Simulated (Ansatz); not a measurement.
Base system: GaN in the wurtzite structure (space group P6_3mc, No. 186; a = 3.218 Å, c = 5.243 Å).

Structures relaxed with PBE (Ansatz, a program for electronic structure, PAW, spin-orbit coupling left out).

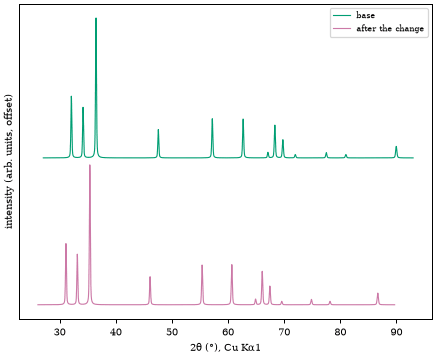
Figure: Simulated powder patterns before (top) and after one change

Which of these changes matches the shifts?
A. isotropic strain +0.60 %
B. isotropic strain +2.40 %
C. isotropic strain +3.00 %
D. isotropic strain +1.20 %

C, isotropic strain +3.00 %. Its volume per atom is 12.85 Å³ against 11.76 Å³, and its space group is P6_3mc (No. 186).

Whether these cells are dynamically stable was not tested.
